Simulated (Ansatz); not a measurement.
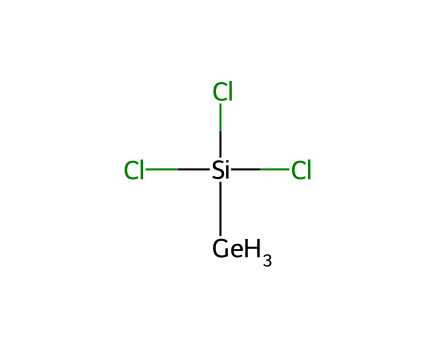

Source: calculation with Ansatz.

2D structure.

**Give its SMILES.**

Cl[Si](Cl)(Cl)[GeH3]

**Give the formula, hydrogens included.**

Cl3GeH3Si.

**An optimisation with PBE-D4/def2-SVP gave a structure of which point group?**

C3v.
